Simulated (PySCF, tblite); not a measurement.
# C₃H₅FO₃S: a rotation path, then NMR shifts on frames

Aim: move C₃H₅FO₃S (`C=C[C@@H](F)S(=O)(=O)O`) away from its starting geometry and see how NMR shifts follow the geometry.

The runs use tblite 0.8.0 and PySCF 2.14.0, with density-fitted response routines of our own; the level of theory stands in each step. All values are computed, except where a source is named. Atoms count from 0, in the outputs and in this text.

**1. The molecule as given**

13 atoms, charge 0, multiplicity 1; geometry from: GFN2-xTB.

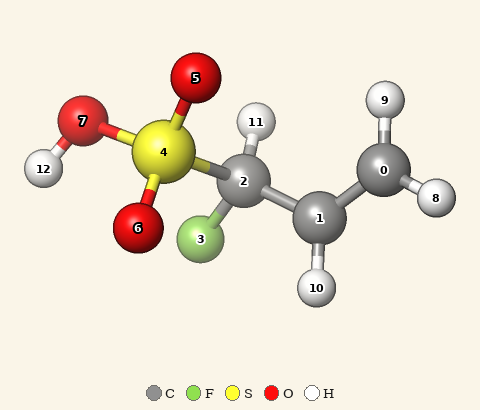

The starting geometry (carbon grey, fluorine green, sulfur yellow, oxygen red, hydrogen white), atoms numbered; sticks join atoms by distance.

**2. A band between two rotamers with GFN2-xTB**

What the job is given:

```
{"job": {"kind": "neb", "xc": "GFN2-xTB", "basis": "xTB", "atoms": [1, 2, 4, 7], "turn": 120}, "charge": 0, "multiplicity": 1}
C     -2.147406    -0.316199     0.280859
C     -1.224839     0.144367    -0.545655
C      0.120260    -0.451151    -0.649560
F      0.762758    -0.153222    -1.813673
S      1.149509     0.358858     0.652025
O      0.722113    -0.121798     1.919229
O      1.216575     1.762166     0.407337
O      2.585273    -0.276767     0.331522
H     -3.100029     0.170887     0.386549
H     -1.976974    -1.188817     0.887843
H     -1.376268     1.031014    -1.143589
H      0.178821    -1.525622    -0.475705
H      3.085818     0.295220    -0.254910
```

With the program's defaults for keys left out, this is: GFN2-xTB climbing-image nudged elastic band, gas phase.

Run with:

```sh
> OMP_NUM_THREADS=1 python probes_run.py task.json out
```

One launch serves the whole session: the jobs run in the order shown.

What it wrote:

```text
image   E - E0 / eV
  0       0.0000
  1       0.0110
  2       0.0456
  3       0.0857
  4       0.1130
  5       0.1177
  6       0.1029
  7       0.0836
  8       0.0701
```

Run time: 8.5 s. Hardware: 1 thread, shared host.

The final band, with the dihedral C1–C2–S4–O7:

```csv
image,dihedral (°),energy (eV),energy (kcal/mol)
0,-175,0.000,0.0
1,-160,0.011,0.3
2,-146,0.046,1.1
3,-131,0.086,2.0
4,-116,0.113,2.6
5,-101,0.118,2.7
6,-86,0.103,2.4
7,-71,0.084,1.9
8,-56,0.070,1.6
```

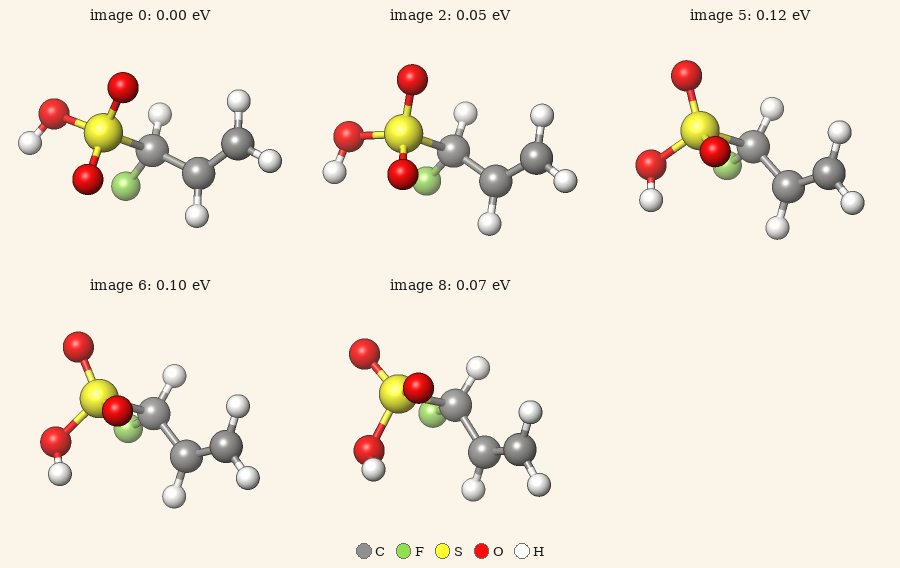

Images along the band.

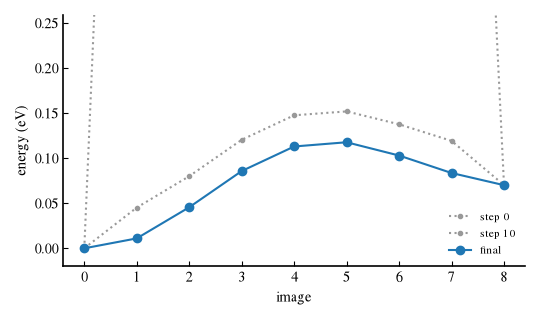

Energy along the band, early and final.

**3. Nuclear shieldings: image 0, PBE0/pcSseg-1**

What the job is given:

```
{"job": {"kind": "nmr", "xc": "PBE0", "basis": "pcSseg-1", "pop": false}, "charge": 0, "multiplicity": 1}
C     -2.147400    -0.316200     0.280900
C     -1.224800     0.144400    -0.545700
C      0.120300    -0.451200    -0.649600
F      0.762800    -0.153200    -1.813700
S      1.149500     0.358900     0.652000
O      0.722100    -0.121800     1.919200
O      1.216600     1.762200     0.407300
O      2.585300    -0.276800     0.331500
H     -3.100000     0.170900     0.386500
H     -1.977000    -1.188800     0.887800
H     -1.376300     1.031000    -1.143600
H      0.178800    -1.525600    -0.475700
H      3.085800     0.295200    -0.254900
```

Method: GIAO PBE0/pcSseg-1 NMR shielding, non-relativistic, gas phase.

What it wrote:

```text
coarse grid: 12328 points
cycle   1  E = -839.8762652031  dE =  2.060e+00  |g| = 1.305e+00  |ddm| = 3.562e+00
cycle   2  E = -839.1802116359  dE =  6.961e-01  |g| = 2.364e+00  |ddm| = 2.537e+00
cycle   3  E = -840.1662369872  dE = -9.860e-01  |g| = 2.374e-01  |ddm| = 1.818e+00
cycle   4  E = -840.1754303427  dE = -9.193e-03  |g| = 1.124e-01  |ddm| = 2.432e-01
cycle   5  E = -840.1775829426  dE = -2.153e-03  |g| = 2.700e-02  |ddm| = 8.178e-02
cycle   6  E = -840.1777418713  dE = -1.589e-04  |g| = 5.192e-03  |ddm| = 2.445e-02
cycle   7  E = -840.1777466656  dE = -4.794e-06  |g| = 2.474e-03  |ddm| = 5.430e-03
final grid: 117464 points
cycle   8  E = -840.2647027550  dE = -2.724e-05  |g| = 1.277e-02  |ddm| = 2.511e-02
cycle   9  E = -840.2646639627  dE =  3.879e-05  |g| = 1.929e-02  |ddm| = 2.411e-02
cycle  10  E = -840.2647341052  dE = -7.014e-05  |g| = 2.630e-03  |ddm| = 1.457e-02
cycle  11  E = -840.2647354349  dE = -1.330e-06  |g| = 4.220e-04  |ddm| = 2.197e-03
cycle  12  E = -840.2647354602  dE = -2.529e-08  |g| = 2.032e-04  |ddm| = 4.000e-04
cycle  13  E = -840.2647354673  dE = -7.132e-09  |g| = 4.053e-05  |ddm| = 1.546e-04
cycle  14  E = -840.2647354676  dE = -2.372e-10  |g| = 2.233e-05  |ddm| = 4.253e-05
converged SCF energy = -840.2647354676

GIAO shielding tensors (ppm)
atom      isotropic    diamagn.    paramagn.     s11        s22        s33       span
  0 C       52.604     254.791    -202.188    -66.209     52.053    171.966    238.175
  1 C       51.929     257.678    -205.748    -62.017     68.617    149.187    211.204
  2 C       77.212     251.982    -174.770     61.639     73.836     96.162     34.523
  3 F      375.518     474.183     -98.665    337.168    378.920    410.467     73.299
  4 S      184.375    1052.032    -867.657     52.142    155.813    345.171    293.029
  5 O      126.562     400.431    -273.869     89.965    114.100    175.621     85.656
  6 O      120.200     400.764    -280.564     77.917    122.428    160.254     82.337
  7 O      148.745     392.578    -243.833     58.621    101.001    286.613    227.992
  8 H       25.635      28.868      -3.234     22.775     25.116     29.013      6.239
  9 H       25.653      31.385      -5.732     21.365     25.147     30.445      9.080
 10 H       25.310      31.769      -6.459     23.117     24.936     27.878      4.760
 11 H       26.103      31.464      -5.361     24.073     26.368     27.868      3.795
 12 H       26.653      30.610      -3.957     21.282     22.767     35.910     14.628
```

Run time: 49 s. Hardware: 1 thread, shared host.

The references, computed at this level on geometries of the same kind, shield at (ppm): 1H TMS 31.72, 13C TMS 186.9, 19F CFCl3 170.9, 17O H2O 336.1, 33S CS2 504. Their shielding less the atom's gives the shift. The references are single molecules in the gas phase, so shifts against H2O, NH3, PH3, H3PO4 or CFCl3 are not on the usual liquid scales and can be off by tens of ppm. Each atom is listed at this fixed geometry, with no averaging over motion; a spectrum would average atoms that exchange fast.

```csv
atoms,environment,σ (ppm),δ (ppm)
C1,alkene CH,51.9,135.0
C0,terminal =CH2 carbon,52.6,134.3
C2,allylic sp3 CH bonded to F and S,77.2,109.7
H10,hydrogen on an alkene CH,25.31,6.41
H8,hydrogen on a terminal =CH2 carbon,25.63,6.08
H9,hydrogen on a terminal =CH2 carbon,25.65,6.06
H11,hydrogen on an allylic sp3 CH bonded to F and S,26.10,5.61
H12,hydrogen on an oxygen bonded to S,26.65,5.06
F3,fluorine on an sp3 carbon,375.5,-204.6
S4,sulfonyl sulfur,184,319
O6,S=O oxygen,120.2,215.9
O5,S=O oxygen,126.6,209.5
O7,"oxygen bonded to S, H",148.7,187.3
```

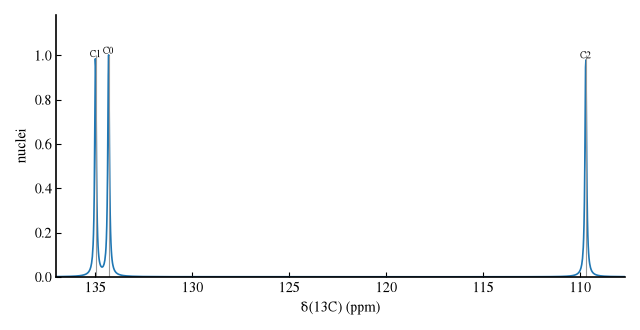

13C lines at the computed shifts, without couplings. Lines are broadened to a width of 0.10 ppm (Lorentzian).

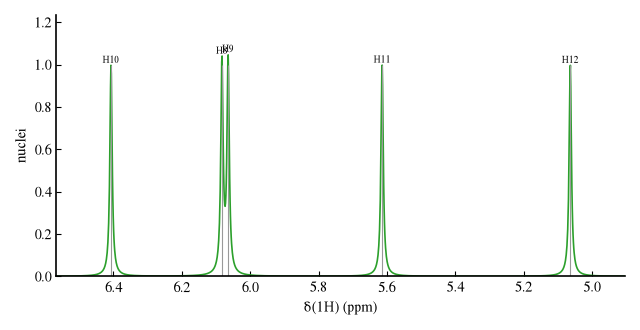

1H lines at the computed shifts, without couplings. Lines are broadened to a width of 0.01 ppm (Lorentzian).

**4. Nuclear shieldings: image 2, PBE0/pcSseg-1**

What the job is given:

```
{"job": {"kind": "nmr", "xc": "PBE0", "basis": "pcSseg-1", "pop": false}, "charge": 0, "multiplicity": 1}
C     -2.157200    -0.141100     0.219600
C     -1.148200     0.128600    -0.589900
C      0.125300    -0.617000    -0.565300
F      0.825900    -0.506200    -1.729300
S      1.176800     0.203400     0.726700
O      1.107600    -0.582500     1.909000
O      0.856200     1.594200     0.779000
O      2.642700     0.053800     0.108600
H     -3.049100     0.459400     0.222000
H     -2.121100    -0.965600     0.911000
H     -1.169900     0.966700    -1.271700
H      0.059200    -1.667300    -0.280700
H      2.847300     0.802600    -0.456800
```

Level: GIAO PBE0/pcSseg-1 NMR shielding, non-relativistic, gas phase.

What it wrote:

```text
coarse grid: 12328 points
cycle   1  E = -839.8696753250  dE =  2.058e+00  |g| = 1.310e+00  |ddm| = 3.561e+00
cycle   2  E = -839.1656194652  dE =  7.041e-01  |g| = 2.376e+00  |ddm| = 2.619e+00
cycle   3  E = -840.1622775901  dE = -9.967e-01  |g| = 2.336e-01  |ddm| = 1.889e+00
cycle   4  E = -840.1710714589  dE = -8.794e-03  |g| = 1.143e-01  |ddm| = 2.470e-01
cycle   5  E = -840.1733046659  dE = -2.233e-03  |g| = 2.760e-02  |ddm| = 8.251e-02
cycle   6  E = -840.1734711509  dE = -1.665e-04  |g| = 5.007e-03  |ddm| = 2.446e-02
cycle   7  E = -840.1734760014  dE = -4.851e-06  |g| = 2.040e-03  |ddm| = 5.187e-03
final grid: 117464 points
cycle   8  E = -840.2612234214  dE = -2.852e-05  |g| = 1.217e-02  |ddm| = 2.497e-02
cycle   9  E = -840.2611928471  dE =  3.057e-05  |g| = 1.764e-02  |ddm| = 2.326e-02
cycle  10  E = -840.2612523173  dE = -5.947e-05  |g| = 2.370e-03  |ddm| = 1.386e-02
cycle  11  E = -840.2612533892  dE = -1.072e-06  |g| = 3.982e-04  |ddm| = 2.015e-03
cycle  12  E = -840.2612534128  dE = -2.354e-08  |g| = 2.020e-04  |ddm| = 3.919e-04
cycle  13  E = -840.2612534199  dE = -7.160e-09  |g| = 3.474e-05  |ddm| = 1.493e-04
cycle  14  E = -840.2612534201  dE = -1.510e-10  |g| = 2.032e-05  |ddm| = 3.747e-05
converged SCF energy = -840.2612534201

GIAO shielding tensors (ppm)
atom      isotropic    diamagn.    paramagn.     s11        s22        s33       span
  0 C       55.993     255.109    -199.116    -62.201     57.522    172.659    234.861
  1 C       48.495     257.903    -209.407    -68.253     65.684    148.055    216.309
  2 C       76.004     251.589    -175.586     64.242     70.020     93.749     29.507
  3 F      365.187     473.579    -108.392    312.458    373.278    409.827     97.370
  4 S      182.330    1052.010    -869.680     53.317    161.092    332.582    279.265
  5 O      113.906     399.447    -285.542     69.340    113.090    159.287     89.946
  6 O      114.106     401.854    -287.749     74.862    115.374    152.081     77.218
  7 O      151.445     391.833    -240.388     75.510    106.077    272.747    197.237
  8 H       25.733      29.155      -3.422     22.822     25.154     29.223      6.401
  9 H       25.745      31.445      -5.700     21.726     25.031     30.478      8.752
 10 H       25.396      32.108      -6.712     23.265     25.130     27.792      4.528
 11 H       26.117      31.470      -5.353     24.073     26.299     27.979      3.906
 12 H       26.994      31.133      -4.139     21.358     22.864     36.762     15.404
```

Run time: 42 s. Hardware: 1 thread, shared host.

In short: δ C1 138.4, C0 130.9, C2 110.9, F3 -194.2, H10 6.32, H8 5.98 ppm.

**5. NMR shieldings: image 5, PBE0/pcSseg-1**

What the job is given:

```
{"job": {"kind": "nmr", "xc": "PBE0", "basis": "pcSseg-1", "pop": false}, "charge": 0, "multiplicity": 1}
C     -2.089800     0.115400     0.100500
C     -1.017900     0.093800    -0.672300
C      0.110300    -0.827200    -0.441000
F      0.868100    -1.041300    -1.549900
S      1.252200    -0.003800     0.784900
O      1.815500    -0.997700     1.629200
O      0.572800     1.112500     1.367000
O      2.405500     0.561900    -0.163000
H     -2.869400     0.843000    -0.035100
H     -2.214900    -0.587500     0.906200
H     -0.880400     0.803500    -1.475900
H     -0.152700    -1.791500    -0.003000
H      2.196300     1.447900    -0.465200
```

Level: GIAO PBE0/pcSseg-1 NMR shielding, non-relativistic, gas phase.

What it wrote:

```text
coarse grid: 12328 points
cycle   1  E = -839.8603624164  dE =  2.062e+00  |g| = 1.318e+00  |ddm| = 3.558e+00
cycle   2  E = -839.1395415344  dE =  7.208e-01  |g| = 2.399e+00  |ddm| = 2.691e+00
cycle   3  E = -840.1568719533  dE = -1.017e+00  |g| = 2.400e-01  |ddm| = 1.945e+00
cycle   4  E = -840.1662597505  dE = -9.388e-03  |g| = 1.172e-01  |ddm| = 2.627e-01
cycle   5  E = -840.1686480372  dE = -2.388e-03  |g| = 2.802e-02  |ddm| = 8.652e-02
cycle   6  E = -840.1688209610  dE = -1.729e-04  |g| = 4.885e-03  |ddm| = 2.453e-02
cycle   7  E = -840.1688260727  dE = -5.112e-06  |g| = 1.552e-03  |ddm| = 5.002e-03
final grid: 117464 points
cycle   8  E = -840.2558744948  dE = -3.028e-05  |g| = 1.196e-02  |ddm| = 2.557e-02
cycle   9  E = -840.2558473221  dE =  2.717e-05  |g| = 1.693e-02  |ddm| = 2.301e-02
cycle  10  E = -840.2559028397  dE = -5.552e-05  |g| = 2.229e-03  |ddm| = 1.361e-02
cycle  11  E = -840.2559037576  dE = -9.180e-07  |g| = 3.953e-04  |ddm| = 1.905e-03
cycle  12  E = -840.2559037807  dE = -2.308e-08  |g| = 2.005e-04  |ddm| = 3.988e-04
cycle  13  E = -840.2559037884  dE = -7.667e-09  |g| = 3.283e-05  |ddm| = 1.674e-04
cycle  14  E = -840.2559037885  dE = -1.432e-10  |g| = 1.843e-05  |ddm| = 3.322e-05
converged SCF energy = -840.2559037885

GIAO shielding tensors (ppm)
atom      isotropic    diamagn.    paramagn.     s11        s22        s33       span
  0 C       52.548     254.900    -202.352    -67.996     53.322    172.319    240.315
  1 C       49.320     258.434    -209.114    -65.948     64.681    149.226    215.174
  2 C       73.308     251.240    -177.932     58.747     73.797     87.380     28.633
  3 F      366.379     472.751    -106.372    330.431    359.090    409.615     79.185
  4 S      188.323    1051.722    -863.399     50.159    166.872    347.937    297.778
  5 O      107.487     397.621    -290.134     77.432    108.320    136.709     59.276
  6 O       94.152     402.580    -308.427     62.809     73.867    145.781     82.972
  7 O      155.305     392.134    -236.829     79.105    105.606    281.204    202.099
  8 H       25.617      29.403      -3.786     22.533     25.280     29.038      6.505
  9 H       25.835      31.502      -5.667     21.407     25.359     30.738      9.331
 10 H       25.559      32.341      -6.782     23.101     25.423     28.151      5.050
 11 H       25.958      31.544      -5.586     24.688     25.759     27.425      2.737
 12 H       27.574      32.081      -4.506     21.550     22.866     38.307     16.757
```

It took 42 s on 1 thread, shared host.

In short: δ C1 137.6, C0 134.4, C2 113.6, F3 -195.4, H10 6.16, H8 6.10 ppm.

**6. Nuclear shieldings: image 6, PBE0/pcSseg-1**

What the job is given:

```
{"job": {"kind": "nmr", "xc": "PBE0", "basis": "pcSseg-1", "pop": false}, "charge": 0, "multiplicity": 1}
C     -2.043400     0.201100     0.058300
C     -0.967400     0.076000    -0.699300
C      0.104500    -0.890900    -0.399300
F      0.870400    -1.208400    -1.476100
S      1.277100    -0.062000     0.784500
O      2.038900    -1.050500     1.461500
O      0.550400     0.910100     1.542000
O      2.240500     0.717200    -0.224100
H     -2.781200     0.960700    -0.127400
H     -2.214100    -0.446000     0.901400
H     -0.782700     0.727100    -1.542200
H     -0.219000    -1.812600     0.087100
H      1.921700     1.607300    -0.384200
```

With the program's defaults for keys left out, this is: GIAO PBE0/pcSseg-1 NMR shielding, non-relativistic, gas phase.

What it wrote:

```text
coarse grid: 12328 points
cycle   1  E = -839.8632366232  dE =  2.066e+00  |g| = 1.315e+00  |ddm| = 3.559e+00
cycle   2  E = -839.1515639367  dE =  7.117e-01  |g| = 2.388e+00  |ddm| = 2.670e+00
cycle   3  E = -840.1583180043  dE = -1.007e+00  |g| = 2.419e-01  |ddm| = 1.927e+00
cycle   4  E = -840.1679349547  dE = -9.617e-03  |g| = 1.165e-01  |ddm| = 2.635e-01
cycle   5  E = -840.1703006414  dE = -2.366e-03  |g| = 2.769e-02  |ddm| = 8.628e-02
cycle   6  E = -840.1704696056  dE = -1.690e-04  |g| = 4.797e-03  |ddm| = 2.427e-02
cycle   7  E = -840.1704745226  dE = -4.917e-06  |g| = 1.456e-03  |ddm| = 4.828e-03
final grid: 117464 points
cycle   8  E = -840.2573697456  dE = -2.857e-05  |g| = 1.194e-02  |ddm| = 2.605e-02
cycle   9  E = -840.2573427564  dE =  2.699e-05  |g| = 1.690e-02  |ddm| = 2.283e-02
cycle  10  E = -840.2573978488  dE = -5.509e-05  |g| = 2.222e-03  |ddm| = 1.353e-02
cycle  11  E = -840.2573987629  dE = -9.141e-07  |g| = 3.739e-04  |ddm| = 1.878e-03
cycle  12  E = -840.2573987839  dE = -2.094e-08  |g| = 1.892e-04  |ddm| = 3.809e-04
cycle  13  E = -840.2573987908  dE = -6.972e-09  |g| = 2.845e-05  |ddm| = 1.581e-04
cycle  14  E = -840.2573987909  dE = -1.187e-10  |g| = 1.476e-05  |ddm| = 2.864e-05
converged SCF energy = -840.2573987909

GIAO shielding tensors (ppm)
atom      isotropic    diamagn.    paramagn.     s11        s22        s33       span
  0 C       50.679     254.905    -204.226    -70.581     50.554    172.063    242.644
  1 C       50.682     258.551    -207.869    -63.559     66.474    149.132    212.692
  2 C       74.303     251.458    -177.155     58.701     75.188     89.021     30.321
  3 F      373.250     472.826     -99.576    344.888    368.319    406.543     61.654
  4 S      190.208    1051.646    -861.438     49.310    163.357    357.956    308.646
  5 O      118.531     397.014    -278.482     74.830    124.893    155.871     81.040
  6 O       99.026     402.874    -303.848     66.200     85.453    145.426     79.226
  7 O      153.314     392.932    -239.617     81.161     92.498    286.284    205.123
  8 H       25.562      29.493      -3.931     22.464     25.271     28.951      6.487
  9 H       25.742      31.494      -5.752     21.184     25.380     30.663      9.479
 10 H       25.504      32.425      -6.921     22.955     25.367     28.191      5.236
 11 H       25.995      31.456      -5.461     24.399     26.041     27.546      3.146
 12 H       27.426      32.358      -4.932     21.277     22.959     38.041     16.765
```

Run time: 46 s. Hardware: 1 thread, shared host.

This run: δ C0 136.2, C1 136.2, C2 112.6, F3 -202.3, H10 6.21, H8 6.16 ppm.

**7. Nuclear shieldings: image 8, PBE0/pcSseg-1**

What the job is given:

```
{"job": {"kind": "nmr", "xc": "PBE0", "basis": "pcSseg-1", "pop": false}, "charge": 0, "multiplicity": 1}
C     -1.922600     0.372500    -0.026900
C     -0.900400    -0.005600    -0.774200
C      0.085500    -1.012000    -0.337400
F      0.816200    -1.524000    -1.358700
S      1.315100    -0.143300     0.738600
O      2.394300    -1.016600     1.033300
O      0.613300     0.495800     1.809400
O      1.820800     1.012000    -0.252300
H     -2.596300     1.146900    -0.348200
H     -2.115600    -0.073700     0.933200
H     -0.691400     0.445800    -1.734100
H     -0.316300    -1.833300     0.258900
H      1.493000     1.864400     0.040600
```

Method: GIAO PBE0/pcSseg-1 NMR shielding, non-relativistic, gas phase.

What it wrote:

```text
coarse grid: 12328 points
cycle   1  E = -839.8713849765  dE =  2.063e+00  |g| = 1.309e+00  |ddm| = 3.554e+00
cycle   2  E = -839.1781364935  dE =  6.932e-01  |g| = 2.364e+00  |ddm| = 2.613e+00
cycle   3  E = -840.1613979405  dE = -9.833e-01  |g| = 2.546e-01  |ddm| = 1.881e+00
cycle   4  E = -840.1721670859  dE = -1.077e-02  |g| = 1.170e-01  |ddm| = 2.678e-01
cycle   5  E = -840.1745078268  dE = -2.341e-03  |g| = 2.834e-02  |ddm| = 8.634e-02
cycle   6  E = -840.1746777814  dE = -1.700e-04  |g| = 6.565e-03  |ddm| = 2.511e-02
cycle   7  E = -840.1746841665  dE = -6.385e-06  |g| = 3.291e-03  |ddm| = 6.349e-03
cycle   8  E = -840.1746860611  dE = -1.895e-06  |g| = 6.898e-04  |ddm| = 2.593e-03
final grid: 117464 points
cycle   9  E = -840.2617548651  dE = -3.130e-05  |g| = 1.147e-02  |ddm| = 2.452e-02
cycle  10  E = -840.2617291175  dE =  2.575e-05  |g| = 1.635e-02  |ddm| = 2.158e-02
cycle  11  E = -840.2617807629  dE = -5.165e-05  |g| = 2.251e-03  |ddm| = 1.292e-02
cycle  12  E = -840.2617816965  dE = -9.336e-07  |g| = 3.950e-04  |ddm| = 1.848e-03
cycle  13  E = -840.2617817186  dE = -2.212e-08  |g| = 1.931e-04  |ddm| = 3.802e-04
cycle  14  E = -840.2617817256  dE = -7.004e-09  |g| = 3.269e-05  |ddm| = 1.605e-04
cycle  15  E = -840.2617817257  dE = -1.305e-10  |g| = 1.948e-05  |ddm| = 3.579e-05
converged SCF energy = -840.2617817257

GIAO shielding tensors (ppm)
atom      isotropic    diamagn.    paramagn.     s11        s22        s33       span
  0 C       52.496     255.473    -202.977    -66.671     51.689    172.471    239.142
  1 C       50.097     258.228    -208.130    -63.532     67.093    146.731    210.263
  2 C       77.171     251.748    -174.577     62.461     73.863     95.189     32.728
  3 F      378.804     472.454     -93.650    346.446    381.146    408.820     62.374
  4 S      185.745    1051.114    -865.369     39.667    150.291    367.275    327.608
  5 O      119.054     396.034    -276.981     60.638    112.112    184.411    123.772
  6 O      119.003     402.815    -283.812     71.088    123.609    162.312     91.224
  7 O      144.909     394.763    -249.854     65.068     77.437    292.223    227.155
  8 H       25.652      29.692      -4.039     22.735     25.234     28.988      6.253
  9 H       25.664      31.643      -5.978     21.313     25.210     30.470      9.157
 10 H       25.284      32.160      -6.876     22.802     25.297     27.751      4.949
 11 H       26.141      30.971      -4.830     23.761     26.655     28.007      4.245
 12 H       26.960      32.391      -5.430     21.299     22.771     36.811     15.512
```

Run time: 48 s. Hardware: 1 thread, shared host.

This run: δ C1 136.8, C0 134.4, C2 109.8, F3 -207.9, H10 6.43, H8 6.06 ppm.

**8. Run by run: NMR shifts**

Shifts (ppm) of some atoms, chosen among heavy atoms and hydrogens apart, with basis size and wall time:

```csv
frame,H10,H12,F3,S4,O6,O5,O7,functions,time
image 0,6.41,5.06,-204.6,319,215.9,209.5,187.3,168,49 s
image 2,6.32,4.72,-194.2,321,222.0,222.2,184.6,168,42 s
image 5,6.16,4.14,-195.4,315,241.9,228.6,180.8,168,42 s
image 6,6.21,4.29,-202.3,314,237.1,217.5,182.8,168,46 s
image 8,6.43,4.76,-207.9,318,217.1,217.0,191.2,168,48 s
```

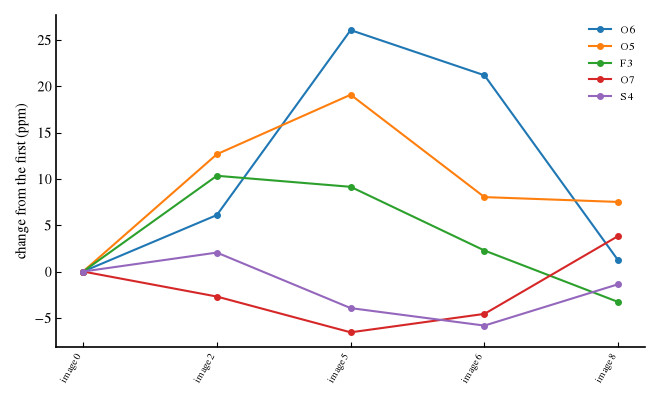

How five of the tabulated atoms move from run to run.

**9. Results**

| quantity | value |
| --- | --- |
| barrier | 0.118 eV (2.7 kcal/mol) at image 5 |
| end to end (GFN2-xTB) | 0.070 eV |
| 13C shifts against TMS (PBE0/pcSseg-1, image 0) | 135.0, 134.3, 109.7 ppm |
| 1H shifts against TMS (PBE0/pcSseg-1, image 0) | 6.41, 6.08, 6.06, 5.61, 5.06 ppm |
| 19F shifts against CFCl3 (PBE0/pcSseg-1, image 0) | -204.6 ppm |
| 33S shifts against CS2 (PBE0/pcSseg-1, image 0) | 319 ppm |
| 17O shifts against H2O (PBE0/pcSseg-1, image 0) | 215.9, 209.5, 187.3 ppm |
| range of the shift of O6 | 215.9 to 241.9 ppm |

In words: Along the band the dihedral turns by 119°, and the top (dihedral -101°) lies 2.7 kcal/mol above the start (GFN2-xTB, rough), so at room temperature this motion is fast. The top was not checked by a frequency run. Shifts at one fixed geometry are not the observed spectrum, which averages over the motion. In the first frame run (image 0): The largest span, 293 ppm, is at S4, where the paramagnetic term is -868 ppm. Across the 5 runs the shift of O6 moves most, between 215.9 (image 0) and 241.9 ppm (image 5).
